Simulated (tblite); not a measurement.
## Geometry relaxation, with input and output: C$_{2}$H$_{5}$F$_{3}$SSi$_{2}$ (part 1 of 2)

- system: C$_{2}$H$_{5}$F$_{3}$SSi$_{2}$, SMILES FC(F)=C(F)[SiH2]S[SiH3]
- method: GFN2-xTB geometry optimisation, gas phase (tblite 0.8.0)

It belongs to a series of runs on one base structure; here: H on Si replaced by CF=CF2.

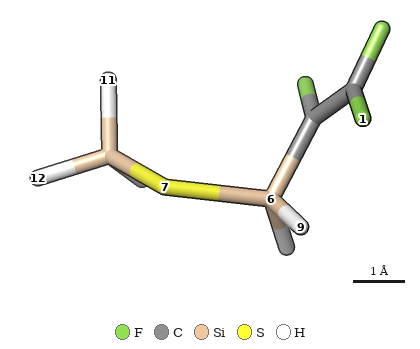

Fig. 1: The structure as given in the input (stick view, seen at a tilt; atoms are numbered from 1 in the order of the input).

## Summary

```tsv
quantity	value
outcome	converged
total energy	−755.2621 eV
hardware	1 CPU thread, shared host
wall time	1.2 s
peak memory	0.18 GiB
```

## Input
```
{"job": {"kind": "relax", "xc": "GFN2-xTB", "basis": "xTB"}, "charge": 0, "multiplicity": 1}
F     -2.689200     1.753200     0.772800
C     -2.504200     0.422200     0.792700
F     -3.296700    -0.403800     1.528900
C     -1.511600    -0.158300     0.120400
F     -1.374500    -1.535100     0.215300
Si    -0.360900     0.842400    -0.887400
S      1.565300     1.042400     0.032100
Si     2.657200    -0.788000     0.107700
H     -0.930400     2.201100    -0.977600
H     -0.300300     0.319500    -2.238500
H      2.325900    -1.476400     1.384200
H      4.112100    -0.526700     0.138100
H      2.302800    -1.692000    -1.006500
```

The first line tells a small driver script what to run in tblite; the rest is the geometry in Å.

Launched with:
```bash
OMP_NUM_THREADS=1 python <driver script> task.json out
```

## Output
```
step      E/eV     max force
  0    -754.76502    1.854
  1    -754.94211    1.267
  2    -755.05016    1.048
  3    -755.10878    0.944
  4    -755.13826    0.437
  5    -755.15676    0.433
  6    -755.16952    0.344
  7    -755.17726    0.238
  8    -755.18653    0.220
  9    -755.19401    0.291
 10    -755.19974    0.270
 11    -755.20344    0.190
 12    -755.20583    0.168
 13    -755.20776    0.107
 14    -755.20987    0.147
 15    -755.21258    0.193
 16    -755.21610    0.220
 17    -755.21912    0.164
 18    -755.22053    0.083
 19    -755.22117    0.075
 20    -755.22188    0.093
 21    -755.22320    0.156
 22    -755.22523    0.190
 23    -755.22751    0.152
 24    -755.22933    0.099
 25    -755.23059    0.093
 26    -755.23176    0.098
 27    -755.23332    0.119
 28    -755.23495    0.133
 29    -755.23635    0.105
 30    -755.23754    0.086
 31    -755.23858    0.096
 32    -755.23929    0.079
 33    -755.23972    0.059
 34    -755.24007    0.072
 35    -755.24050    0.068
 36    -755.24103    0.061
 37    -755.24156    0.056
 38    -755.24203    0.053
 39    -755.24252    0.066
 40    -755.24319    0.075
 41    -755.24405    0.081
 42    -755.24498    0.086
 43    -755.24590    0.072
 44    -755.24691    0.076
 45    -755.24807    0.093
 46    -755.24906    0.067
 47    -755.24963    0.048
 48    -755.24995    0.046
 49    -755.25033    0.051
 50    -755.25094    0.076
 51    -755.25162    0.076
 52    -755.25209    0.044
 53    -755.25235    0.042
 54    -755.25261    0.050
 55    -755.25309    0.073
 56    -755.25384    0.097
 57    -755.25463    0.079
 58    -755.25514    0.050
 59    -755.25545    0.061
 60    -755.25584    0.068
 61    -755.25650    0.106
 62    -755.25740    0.118
 63    -755.25823    0.092
 64    -755.25874    0.085
 65    -755.25907    0.064
 66    -755.25943    0.056
 67    -755.26001    0.041
 68    -755.26021    0.035
 69    -755.26036    0.030
 70    -755.26049    0.028
 71    -755.26070    0.039
 72    -755.26087    0.033
 73    -755.26096    0.021
 74    -755.26100    0.022
 75    -755.26104    0.021
 76    -755.26111    0.029
 77    -755.26124    0.042
 78    -755.26145    0.053
 79    -755.26170    0.048
 80    -755.26189    0.024
 81    -755.26196    0.014
 82    -755.26198    0.012
 83    -755.26200    0.011
 84    -755.26203    0.012
 85    -755.26207    0.010
 86    -755.26210    0.007
```

## Trajectory as extended XYZ (Å, eV, eV/Å), 36 of the 87 frames kept, from step=0 to step=86
```
13
Properties=species:S:1:pos:R:3:forces:R:3 step=0 energy=-754.76502
F    -2.6892    1.7532    0.7728   -0.5090  -1.3080   0.5010
C    -2.5042    0.4222    0.7927    0.3070  -1.2520   0.1300
F    -3.2967   -0.4038    1.5289   -0.0880   1.6750  -0.2190
C    -1.5116   -0.1583    0.1204   -0.6300  -1.2210   0.7020
F    -1.3745   -1.5351    0.2153   -0.1720   1.3670  -0.0870
Si   -0.3609    0.8424   -0.8874    0.9310   1.2480  -1.0060
S     1.5653    1.0424    0.0321   -0.2380   0.5430  -0.0990
Si    2.6572   -0.7880    0.1077    0.4700  -1.3440   0.3480
H    -0.9304    2.2011   -0.9776    0.3140  -0.3370   0.1640
H    -0.3003    0.3195   -2.2385    0.1300  -0.2810  -0.0990
H     2.3259   -1.4764    1.3842   -0.0210   0.3050  -0.3940
H     4.1121   -0.5267    0.1381   -0.5110   0.2120  -0.1260
H     2.3028   -1.6920   -1.0065    0.0160   0.3930   0.1850
13
Properties=species:S:1:pos:R:3:forces:R:3 step=2 energy=-755.05016
F    -2.7088    1.7013    0.7922   -0.3730  -0.4370   0.3030
C    -2.4972    0.3867    0.7995    0.5420  -0.2840  -0.2730
F    -3.3112   -0.3456    1.5300   -0.7970   0.4260   0.5300
C    -1.5110   -0.1800    0.1251    0.2940   0.8710  -0.3060
F    -1.3789   -1.5032    0.2132    0.1560  -0.5730  -0.0490
Si   -0.3368    0.8765   -0.9144    0.0870  -0.1420  -0.0860
S     1.5616    1.0586    0.0290    0.2670  -0.0760  -0.0200
Si    2.6714   -0.8314    0.1195   -0.0480  -0.0250   0.0050
H    -0.9194    2.1931   -0.9715    0.0700   0.2440   0.0910
H    -0.2944    0.3072   -2.2446    0.1460  -0.2410  -0.1600
H     2.3238   -1.4666    1.3728   -0.1550  -0.0410   0.1860
H     4.0941   -0.5178    0.1330   -0.1160   0.2050  -0.0950
H     2.3026   -1.6783   -1.0016   -0.0750   0.0720  -0.1250
13
Properties=species:S:1:pos:R:3:forces:R:3 step=5 energy=-755.15676
F    -2.7437    1.6551    0.8210   -0.0480   0.1680   0.0060
C    -2.4834    0.3572    0.8038   -0.0440   0.0280   0.0400
F    -3.3622   -0.2868    1.5586   -0.0020  -0.0480   0.0180
C    -1.4864   -0.1672    0.1086   -0.2990  -0.1450   0.2770
F    -1.3647   -1.5119    0.2026    0.2790  -0.0130  -0.2040
Si   -0.3134    0.8852   -0.9375    0.0160  -0.0190  -0.0190
S     1.5811    1.0580    0.0248    0.1770  -0.1140  -0.0680
Si    2.6709   -0.8484    0.1246   -0.1640   0.1090   0.0350
H    -0.9075    2.2082   -0.9615    0.1470   0.0460   0.0470
H    -0.2794    0.2827   -2.2590    0.1370  -0.1380  -0.0570
H     2.3091   -1.4671    1.3854   -0.1110  -0.0370   0.1030
H     4.0797   -0.4962    0.1229   -0.0150   0.1490  -0.0620
H     2.2954   -1.6682   -1.0121   -0.0720   0.0130  -0.1150
13
Properties=species:S:1:pos:R:3:forces:R:3 step=7 energy=-755.17726
F    -2.7544    1.6574    0.8274    0.0710  -0.0180  -0.0490
C    -2.4886    0.3558    0.8108   -0.1200   0.0130   0.0780
F    -3.3756   -0.2788    1.5680    0.0680  -0.0640  -0.0270
C    -1.4918   -0.1718    0.1162   -0.1040  -0.0170   0.0990
F    -1.3423   -1.5173    0.1866    0.1310   0.1610  -0.1060
Si   -0.3090    0.8813   -0.9416   -0.0770   0.0030   0.0460
S     1.5975    1.0499    0.0188   -0.0720   0.0970  -0.1160
Si    2.6598   -0.8434    0.1268    0.0370  -0.2280   0.0590
H    -0.8950    2.2164   -0.9562    0.2010  -0.1080   0.0300
H    -0.2665    0.2678   -2.2653    0.1090  -0.0710   0.0790
H     2.2977   -1.4705    1.3967   -0.0450   0.0560  -0.1060
H     4.0751   -0.4812    0.1165   -0.1750   0.0730  -0.0380
H     2.2886   -1.6652   -1.0224   -0.0250   0.1030   0.0530
13
Properties=species:S:1:pos:R:3:forces:R:3 step=10 energy=-755.19974
F    -2.7596    1.6570    0.8301    0.0390  -0.0760  -0.0130
C    -2.5037    0.3515    0.8250    0.0400  -0.0490  -0.0380
F    -3.3901   -0.2785    1.5816   -0.0160  -0.0800   0.0410
C    -1.5039   -0.1694    0.1304    0.1510   0.1640  -0.1520
F    -1.3006   -1.5058    0.1562   -0.0650   0.0650   0.0670
Si   -0.3116    0.8717   -0.9397    0.0210  -0.0650   0.0540
S     1.6071    1.0504   -0.0046   -0.0910  -0.0100  -0.0650
Si    2.6497   -0.8600    0.1338   -0.0430   0.0930  -0.0560
H    -0.8541    2.2162   -0.9461    0.0820   0.0130  -0.0140
H    -0.2365    0.2401   -2.2589    0.0270  -0.0280   0.1760
H     2.2759   -1.4696    1.4002   -0.0550  -0.0190  -0.0070
H     4.0471   -0.4531    0.1038   -0.0510   0.0090   0.0060
H     2.2759   -1.6499   -1.0297   -0.0410  -0.0170   0.0030
13
Properties=species:S:1:pos:R:3:forces:R:3 step=12 energy=-755.20583
F    -2.7570    1.6528    0.8288   -0.0350  -0.0240   0.0300
C    -2.5056    0.3474    0.8263    0.0530  -0.0220  -0.0370
F    -3.3910   -0.2851    1.5853    0.0670  -0.0250  -0.0350
C    -1.5018   -0.1610    0.1280   -0.0070  -0.0130  -0.0020
F    -1.2939   -1.4957    0.1524   -0.0390  -0.0210   0.0560
Si   -0.3114    0.8671   -0.9357    0.0550   0.0640  -0.0090
S     1.6026    1.0514   -0.0152    0.0460  -0.0170   0.0220
Si    2.6447   -0.8606    0.1328   -0.1060   0.1260  -0.0320
H    -0.8368    2.2151   -0.9446    0.0330   0.0650  -0.0260
H    -0.2269    0.2310   -2.2449    0.0090  -0.0790   0.0630
H     2.2670   -1.4697    1.3984   -0.0510  -0.0170  -0.0080
H     4.0356   -0.4455    0.1010    0.0220   0.0160   0.0110
H     2.2700   -1.6465   -1.0303   -0.0480  -0.0520  -0.0310
13
Properties=species:S:1:pos:R:3:forces:R:3 step=15 energy=-755.21258
F    -2.7606    1.6452    0.8325   -0.0520   0.0460   0.0240
C    -2.5022    0.3424    0.8242   -0.0140   0.0550   0.0220
F    -3.3817   -0.2967    1.5838    0.0630  -0.0400  -0.0400
C    -1.4972   -0.1559    0.1237   -0.0070  -0.0890   0.0450
F    -1.2918   -1.4903    0.1566    0.0200  -0.0670   0.0060
Si   -0.3046    0.8720   -0.9327   -0.0180   0.0530  -0.0170
S     1.6059    1.0551   -0.0216    0.0630   0.1650   0.0770
Si    2.6265   -0.8484    0.1269    0.0630  -0.1440   0.0010
H    -0.8133    2.2254   -0.9475    0.0000   0.0650  -0.0350
H    -0.2148    0.2074   -2.2221    0.0070  -0.0840  -0.0410
H     2.2494   -1.4709    1.3925   -0.0300   0.0420  -0.0910
H     4.0235   -0.4355    0.0998   -0.0720  -0.0220   0.0110
H     2.2564   -1.6494   -1.0338   -0.0240   0.0200   0.0390
13
Properties=species:S:1:pos:R:3:forces:R:3 step=17 energy=-755.21912
F    -2.7705    1.6402    0.8397   -0.0170   0.0270  -0.0040
C    -2.4978    0.3405    0.8229   -0.0140   0.0370   0.0360
F    -3.3664   -0.3137    1.5794   -0.0210  -0.0510   0.0180
C    -1.4923   -0.1560    0.1227    0.0780   0.0310   0.0010
F    -1.2867   -1.4909    0.1619    0.0360  -0.0200  -0.0180
Si   -0.2973    0.8821   -0.9309   -0.0150  -0.0560   0.0020
S     1.6166    1.0726   -0.0225   -0.0040   0.1410   0.0530
Si    2.6087   -0.8438    0.1196    0.1040  -0.1260  -0.0070
H    -0.7850    2.2443   -0.9540   -0.0330   0.0020  -0.0480
H    -0.1992    0.1711   -2.1985    0.0010  -0.0040  -0.0200
H     2.2246   -1.4694    1.3789   -0.0390   0.0310  -0.0450
H     4.0036   -0.4249    0.0991   -0.0530  -0.0550   0.0070
H     2.2372   -1.6515   -1.0361   -0.0220   0.0440   0.0250
13
Properties=species:S:1:pos:R:3:forces:R:3 step=20 energy=-755.22188
F    -2.7747    1.6402    0.8415   -0.0060  -0.0260   0.0060
C    -2.4955    0.3415    0.8245    0.0180  -0.0250   0.0100
F    -3.3619   -0.3223    1.5780    0.0030   0.0040  -0.0070
C    -1.4869   -0.1540    0.1253    0.0020   0.0200   0.0450
F    -1.2831   -1.4910    0.1626    0.0310   0.0480  -0.0110
Si   -0.2943    0.8826   -0.9303    0.0430   0.0120   0.0050
S     1.6196    1.0862   -0.0172    0.0050  -0.0420   0.0180
Si    2.6090   -0.8478    0.1169   -0.0570   0.0740   0.0010
H    -0.7815    2.2478   -0.9614   -0.0270  -0.0560  -0.0480
H    -0.1956    0.1616   -2.1936    0.0060   0.0150  -0.0010
H     2.2137   -1.4670    1.3720   -0.0470  -0.0020   0.0130
H     3.9976   -0.4279    0.1000    0.0590  -0.0360   0.0020
H     2.2293   -1.6495   -1.0360   -0.0320   0.0140  -0.0330
13
Properties=species:S:1:pos:R:3:forces:R:3 step=22 energy=-755.22523
F    -2.7815    1.6365    0.8443   -0.0030  -0.0400   0.0360
C    -2.4912    0.3399    0.8306    0.0150  -0.0330  -0.0180
F    -3.3583   -0.3341    1.5770    0.0550   0.0490  -0.0460
C    -1.4744   -0.1453    0.1348   -0.0790  -0.0550   0.0600
F    -1.2714   -1.4835    0.1604    0.0440   0.0480   0.0170
Si   -0.2841    0.8813   -0.9282    0.0390   0.0870  -0.0180
S     1.6232    1.1018   -0.0061    0.0360  -0.1400  -0.0120
Si    2.6052   -0.8459    0.1132   -0.1380   0.1280   0.0260
H    -0.7829    2.2424   -0.9805   -0.0160  -0.0580  -0.0380
H    -0.1898    0.1526   -2.1885    0.0210   0.0120   0.0210
H     2.1905   -1.4631    1.3644   -0.0230   0.0020   0.0000
H     3.9972   -0.4400    0.1015    0.0650  -0.0310   0.0000
H     2.2130   -1.6421   -1.0405   -0.0180   0.0320  -0.0290
13
Properties=species:S:1:pos:R:3:forces:R:3 step=25 energy=-755.23059
F    -2.7962    1.6243    0.8560    0.0150   0.0140   0.0430
C    -2.4827    0.3341    0.8393   -0.0070   0.0130  -0.0330
F    -3.3450   -0.3570    1.5727    0.0090   0.0060   0.0000
C    -1.4540   -0.1317    0.1509    0.0000  -0.0270  -0.0620
F    -1.2409   -1.4671    0.1597    0.0590  -0.0400   0.0590
Si   -0.2628    0.8861   -0.9245   -0.0480   0.0010  -0.0010
S     1.6357    1.1217    0.0080   -0.0010  -0.0180  -0.0370
Si    2.5812   -0.8317    0.1069    0.0120  -0.0430   0.0200
H    -0.7744    2.2354   -1.0193   -0.0330   0.0330  -0.0230
H    -0.1688    0.1251   -2.1661    0.0400   0.0200   0.0230
H     2.1379   -1.4554    1.3467    0.0100   0.0130  -0.0100
H     3.9895   -0.4601    0.1031   -0.0700  -0.0610   0.0050
H     2.1761   -1.6230   -1.0510    0.0140   0.0880   0.0160
13
Properties=species:S:1:pos:R:3:forces:R:3 step=27 energy=-755.23332
F    -2.8009    1.6194    0.8660    0.0380   0.0190   0.0000
C    -2.4792    0.3316    0.8392   -0.0030   0.0070  -0.0080
F    -3.3368   -0.3658    1.5699   -0.0310  -0.0350   0.0360
C    -1.4473   -0.1295    0.1530    0.0470   0.0250  -0.0770
F    -1.2209   -1.4626    0.1657    0.0310  -0.0360   0.0560
Si   -0.2574    0.8904   -0.9232   -0.0480  -0.0380   0.0170
S     1.6417    1.1258    0.0094   -0.0490   0.1030  -0.0340
Si    2.5682   -0.8268    0.1065    0.0660  -0.0950   0.0020
H    -0.7730    2.2350   -1.0388   -0.0380   0.0590  -0.0110
H    -0.1546    0.1142   -2.1527    0.0380   0.0100  -0.0160
H     2.1152   -1.4510    1.3382   -0.0060  -0.0190   0.0520
H     3.9801   -0.4746    0.1042   -0.0430  -0.0450   0.0130
H     2.1607   -1.6057   -1.0550   -0.0020   0.0460  -0.0310
13
Properties=species:S:1:pos:R:3:forces:R:3 step=29 energy=-755.23635
F    -2.8034    1.6147    0.8778    0.0540  -0.0140  -0.0460
C    -2.4740    0.3288    0.8392    0.0100  -0.0300   0.0230
F    -3.3280   -0.3777    1.5674   -0.0070  -0.0250   0.0220
C    -1.4371   -0.1262    0.1546   -0.0010   0.0100   0.0030
F    -1.1936   -1.4576    0.1774   -0.0110   0.0170   0.0400
Si   -0.2529    0.8945   -0.9215   -0.0140   0.0230  -0.0190
S     1.6451    1.1369    0.0122   -0.0380   0.0890  -0.0270
Si    2.5574   -0.8262    0.1075   -0.0170  -0.0190   0.0060
H    -0.7811    2.2334   -1.0671   -0.0150   0.0250   0.0150
H    -0.1368    0.1071   -2.1415    0.0340  -0.0040  -0.0410
H     2.0872   -1.4464    1.3317   -0.0160  -0.0480   0.0920
H     3.9711   -0.5017    0.1075    0.0420  -0.0060   0.0220
H     2.1419   -1.5794   -1.0629   -0.0220  -0.0190  -0.0900
13
Properties=species:S:1:pos:R:3:forces:R:3 step=32 energy=-755.23929
F    -2.7975    1.6100    0.8813    0.0090  -0.0150  -0.0460
C    -2.4695    0.3238    0.8412    0.0190  -0.0150   0.0220
F    -3.3226   -0.3865    1.5682    0.0280   0.0090   0.0060
C    -1.4306   -0.1248    0.1552   -0.0020  -0.0210   0.0480
F    -1.1736   -1.4534    0.1924   -0.0100   0.0070   0.0010
Si   -0.2535    0.9005   -0.9242    0.0110   0.0220  -0.0460
S     1.6433    1.1512    0.0101    0.0200  -0.0340  -0.0050
Si    2.5474   -0.8285    0.1105   -0.0680   0.0400   0.0000
H    -0.7931    2.2342   -1.0856   -0.0040  -0.0010   0.0270
H    -0.1200    0.1062   -2.1399    0.0110   0.0100  -0.0180
H     2.0684   -1.4480    1.3379    0.0090  -0.0030  -0.0130
H     3.9688   -0.5254    0.1134   -0.0190   0.0020   0.0270
H     2.1282   -1.5588   -1.0781   -0.0040  -0.0010  -0.0040
13
Properties=species:S:1:pos:R:3:forces:R:3 step=34 energy=-755.24007
F    -2.7953    1.6078    0.8783   -0.0120   0.0030  -0.0300
C    -2.4677    0.3215    0.8430    0.0200   0.0110   0.0040
F    -3.3202   -0.3883    1.5699    0.0140   0.0050   0.0220
C    -1.4292   -0.1254    0.1564    0.0440   0.0050   0.0030
F    -1.1711   -1.4530    0.1956    0.0080  -0.0230  -0.0070
Si   -0.2537    0.9030   -0.9276   -0.0030  -0.0230   0.0010
S     1.6440    1.1530    0.0069    0.0000  -0.0100  -0.0020
Si    2.5401   -0.8269    0.1107   -0.0010  -0.0050  -0.0090
H    -0.7920    2.2374   -1.0848   -0.0100  -0.0010   0.0190
H    -0.1144    0.1039   -2.1396   -0.0010   0.0190  -0.0180
H     2.0652   -1.4496    1.3395    0.0050   0.0110  -0.0380
H     3.9647   -0.5264    0.1160   -0.0670  -0.0080   0.0250
H     2.1250   -1.5564   -1.0822    0.0010   0.0150   0.0300
13
Properties=species:S:1:pos:R:3:forces:R:3 step=37 energy=-755.24156
F    -2.7942    1.6023    0.8697   -0.0170   0.0060  -0.0010
C    -2.4580    0.3179    0.8477    0.0130   0.0170  -0.0310
F    -3.3089   -0.3934    1.5752    0.0300   0.0220   0.0190
C    -1.4161   -0.1253    0.1636    0.0240  -0.0030  -0.0390
F    -1.1571   -1.4528    0.2033    0.0350  -0.0190   0.0000
Si   -0.2515    0.9060   -0.9334   -0.0090  -0.0250   0.0490
S     1.6456    1.1591    0.0045   -0.0300   0.0400  -0.0060
Si    2.5231   -0.8234    0.1097    0.0280  -0.0270  -0.0080
H    -0.7976    2.2383   -1.0900    0.0000  -0.0220   0.0160
H    -0.1012    0.1037   -2.1420   -0.0200   0.0210  -0.0160
H     2.0508   -1.4494    1.3343   -0.0360  -0.0110   0.0060
H     3.9479   -0.5400    0.1277   -0.0010   0.0160   0.0150
H     2.1127   -1.5425   -1.0881   -0.0170  -0.0150  -0.0030
13
Properties=species:S:1:pos:R:3:forces:R:3 step=39 energy=-755.24252
F    -2.7938    1.6000    0.8627    0.0020  -0.0080   0.0010
C    -2.4501    0.3174    0.8485    0.0010  -0.0050  -0.0310
F    -3.2989   -0.3936    1.5799    0.0480   0.0310   0.0060
C    -1.4062   -0.1264    0.1669   -0.0380  -0.0340  -0.0210
F    -1.1456   -1.4542    0.2088    0.0350   0.0090   0.0120
Si   -0.2511    0.9058   -0.9343    0.0110   0.0090  -0.0010
S     1.6435    1.1651    0.0044    0.0030   0.0030   0.0010
Si    2.5158   -0.8235    0.1092   -0.0210   0.0120   0.0090
H    -0.8070    2.2343   -1.0930    0.0080  -0.0260   0.0200
H    -0.0965    0.1105   -2.1482   -0.0270   0.0220   0.0070
H     2.0407   -1.4498    1.3317   -0.0520  -0.0180   0.0150
H     3.9398   -0.5514    0.1377    0.0540   0.0370   0.0060
H     2.1050   -1.5338   -1.0920   -0.0230  -0.0330  -0.0240
13
Properties=species:S:1:pos:R:3:forces:R:3 step=42 energy=-755.24498
F    -2.7921    1.5940    0.8429    0.0520  -0.0120  -0.0320
C    -2.4328    0.3156    0.8437   -0.0220  -0.0350   0.0160
F    -3.2684   -0.3873    1.5961    0.0040  -0.0240   0.0280
C    -1.3903   -0.1352    0.1650   -0.0550  -0.0090  -0.0190
F    -1.1168   -1.4597    0.2218    0.0120   0.0320   0.0310
Si   -0.2502    0.9048   -0.9367    0.0340   0.0320  -0.0650
S     1.6401    1.1770   -0.0010    0.0590  -0.0580   0.0250
Si    2.4957   -0.8230    0.1083   -0.0050   0.0110   0.0230
H    -0.8176    2.2271   -1.0847   -0.0130   0.0220   0.0080
H    -0.0914    0.1263   -2.1605   -0.0300   0.0070   0.0040
H     2.0112   -1.4553    1.3274   -0.0520   0.0120  -0.0320
H     3.9226   -0.5580    0.1612    0.0110   0.0250  -0.0140
H     2.0858   -1.5258   -1.1013    0.0060  -0.0020   0.0280
```
